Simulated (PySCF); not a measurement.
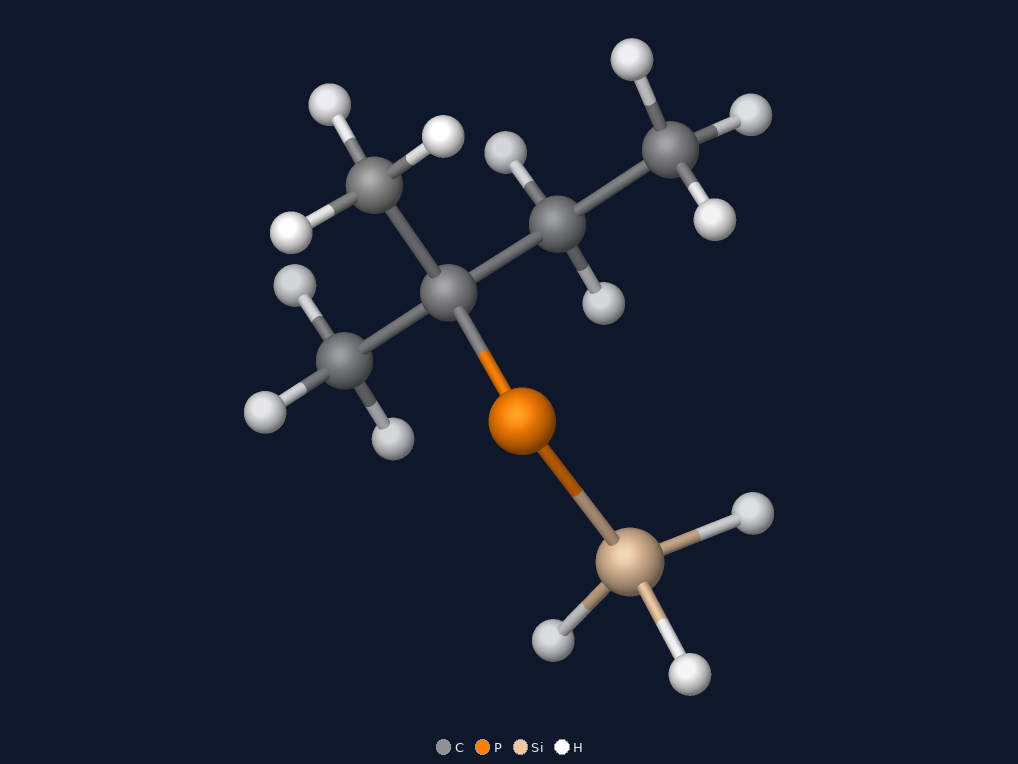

Ball-and-stick drawing of a structure.

Charge −1, singlet. The computed structure is the end point of a PBE0-D3(BJ)/def2-SVP optimisation. No frequency run is at hand to confirm it as a minimum.

Count the atoms of each element.

Answer. C5H14PSi(-), 21 atoms: 5 carbon, 14 hydrogen, 1 phosphorus and 1 silicon.

How many bonds of each kind are drawn?

Answer. 11 C–H, 4 C–C, 3 Si–H, 1 C–P, 1 P–Si.

The parts below concern this one geometry. Atoms keep their numbers from picture to picture.

### Symmetry

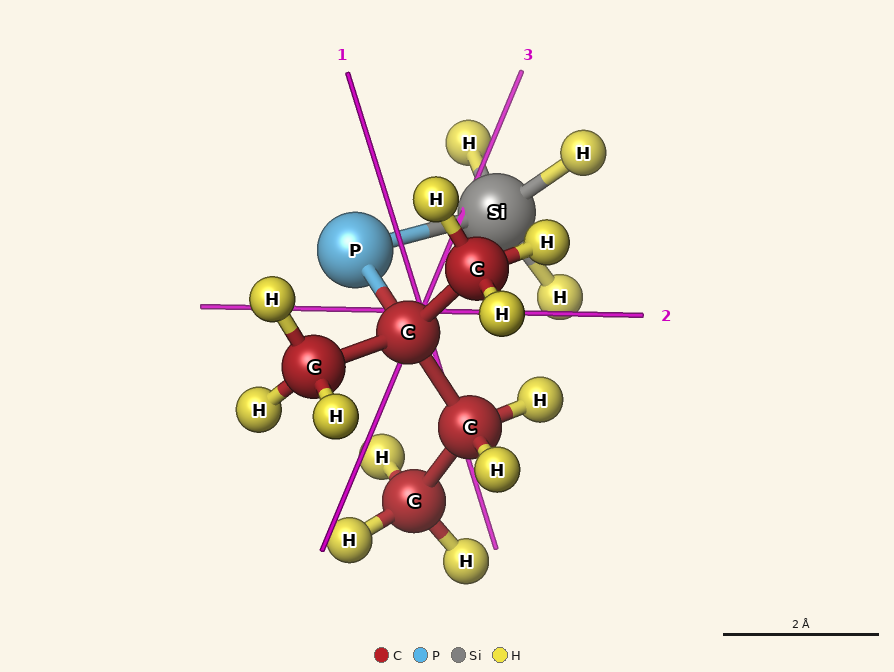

The three principal axes of inertia are drawn and numbered. Atoms fade into the background with distance from the viewer. No frequency run is at hand to confirm it as a minimum. Masses are those of the most abundant isotopes; constants are for the rigid equilibrium geometry.

Which line is the a axis (least moment of inertia), which b and which c?

Answer. a is line 3, b is line 1, c is line 2; the moments are 235, 404, 458 u Å².

What kind of rotor is it, and what are its rotational constants in MHz?

Answer. An asymmetric top (C1): A = 2146, B = 1251, C = 1102 MHz. Ray's parameter κ is −0.72, nearer the prolate limit.

### NMR shielding

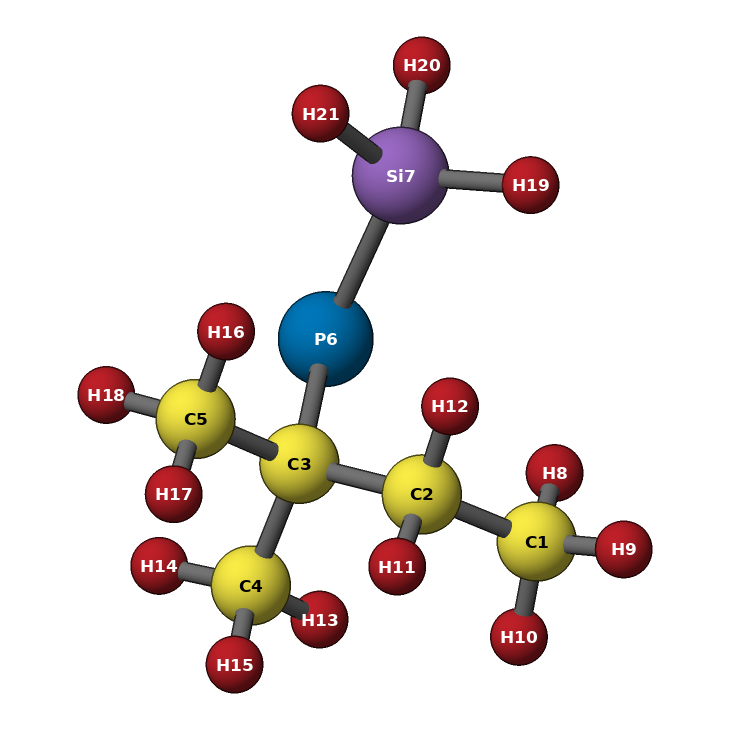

No frequency run is at hand to confirm it as a minimum. Level of theory: GIAO PBE0/pcSseg-1 NMR shielding, non-relativistic, gas phase (PySCF 2.14.0). Principal shieldings σ11 ≤ σ22 ≤ σ33, span Ω = σ33 − σ11, skew κ = 3(σiso − σ22)/Ω.

Give the shielding tensors of the P atoms.

| atom | σ11 | σ22 | σ33 | σiso | Ω | κ |
| --- | --- | --- | --- | --- | --- | --- |
| P6 | 343.4 | 415.9 | 773.6 | 510.9 | 430.2 | 0.66 |

Shieldings and span in ppm.

### Electronic properties

No frequency run is at hand to confirm it as a minimum. Properties computed with PBE0/pcSseg-1 in benzene (IEF-PCM) (PySCF 2.14.0).

Estimate the HOMO energy (Kohn–Sham orbital).

Answer. −2.35 eV.

### Charges

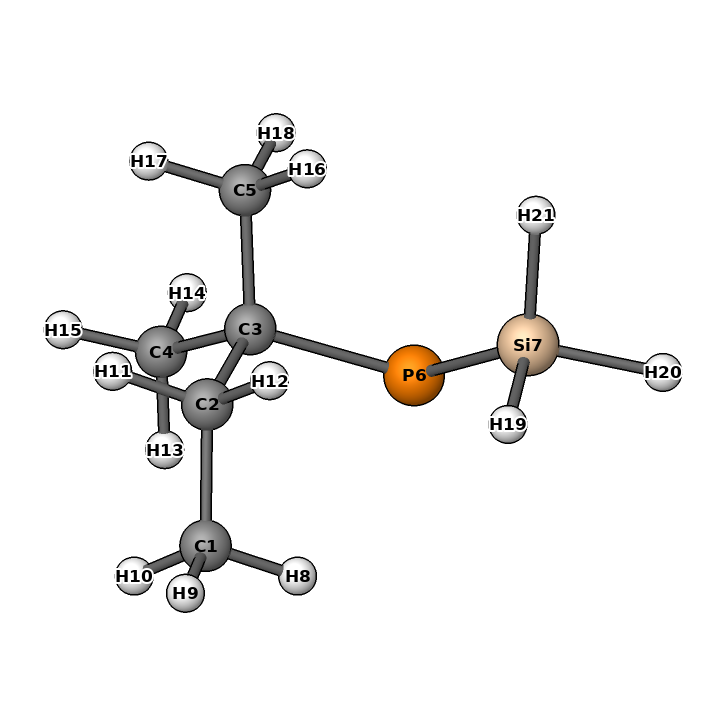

The questions are on IAO charges. No frequency run is at hand to confirm it as a minimum. Level of theory: PBE0/pcSseg-1 in acetonitrile (IEF-PCM) (PySCF 2.14.0).

Which atom carries the highest charge (most positive or least negative)?

Answer. Si7 (0.30 e).

And the lowest?

Answer. P6 (−0.64 e).

List the IAO charges.

| atom | value (e) |
| --- | --- |
| C1 | −0.41 |
| C2 | −0.24 |
| C3 | −0.08 |
| C4 | −0.40 |
| C5 | −0.40 |
| P6 | −0.64 |
| Si7 | 0.30 |
| H8 | 0.13 |
| H9 | 0.13 |
| H10 | 0.13 |
| H11 | 0.11 |
| H12 | 0.12 |
| H13 | 0.13 |
| H14 | 0.13 |
| H15 | 0.12 |
| H16 | 0.13 |
| H17 | 0.11 |
| H18 | 0.13 |
| H19 | −0.18 |
| H20 | −0.14 |
| H21 | −0.18 |
